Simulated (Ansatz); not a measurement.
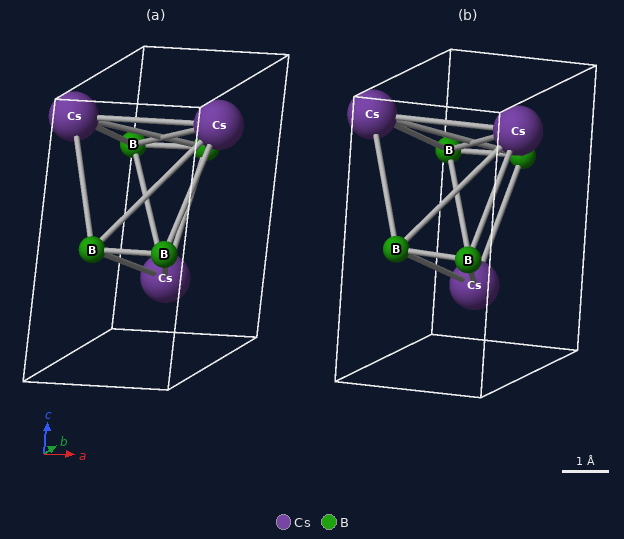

The structure of crystalline CsB2 (a generated structure, set up in P1) (coarse preliminary run) before (left) and after (right) a relaxation, at one scale.

Style: ball-and-stick. Shown: the cell of the calculation, slightly off an axis.

These are results of DFT PBE, scalar-relativistic, plane waves, PAW (Ansatz), not measurements.

Input file:
```yaml
crystal:
  lattice:
    - [-3.2977976456, -0.0561665437, -0.1394974378]
    - [-0.4058461024, -3.4045977546, 5.2659530906]
    - [-0.3485523109, 3.71036118, 5.0866265028]
  atoms:
    - { symbol: Cs, position: [0.0110677822, 0.2284992569, 0.8965570594] }
    - { symbol: Cs, position: [0.551519916, 0.6039367389, 0.2711115181] }
    - { symbol: B, position: [0.3529652977, 0.0308936266, 0.4720891004] }
    - { symbol: B, position: [0.1157245923, 0.8024810557, 0.6930922814] }
    - { symbol: B, position: [0.6155356232, 0.8066165979, 0.6965528946] }
    - { symbol: B, position: [0.8531867886, 0.0275727242, 0.470597146] }
basis:
  ecutwfc: 420
kpoints:
  mp_grid: { grid: [6, 4, 4] }
hamiltonian:
  xc: pbe
scf:
  occupations: { method: gaussian, width: 0.1 }
  lower_state_search: "off"
output:
  forces: true
  stress: true
  eigenvalues: true
relax:
  adjacent_minimum: "off"
  f_tol: 0.04
  max_steps: 70
  cell: { stress_tol: 0.4 }
```

Launched with:
```bash
ansatz run input.yaml --threads 1 --pin off --max-ram 2048MiB --backend cpu --events-out ev --progress --plain --runs-dir out
```

Summarise the run.

Answer. The energy falls by 4.8 meV per atom in 5 accepted moves (7 points after the start). The largest force component goes from 0.039 to 0.015 eV/Å. The pressure goes from 0.49 to −0.01 GPa. The line search rejected the trial step at point 5 of the run. The SCF was repeated once at an unchanged geometry on a basis and grid sized afresh for the cell, which shifted the energy by 0.8 meV per atom at most. The largest moves relative to the cell, 0.15 Å, are those of B4 and B5. B4 goes roughly along +a. Largest moves by element: B 0.15 Å, Cs 0.10 Å. The drawn cell changes as follows: a unchanged at 3.301 Å, b 6.284 → 6.307 Å (+0.4 %), c 6.306 → 6.333 Å (+0.4 %), α 68.9° → 71.1°, β 89.4° → 94.4°, γ 87.8° → 84.6°; the volume changes by +1.2 %. Near-neighbour distances that change, for instance: Cs2–B4 3.880 → 4.264 Å, Cs2–B5 4.573 → 4.196 Å, Cs1–B5 3.995 → 4.341 Å, Cs1–B4 4.395 → 4.075 Å. The space group stays P1 (No. 1).
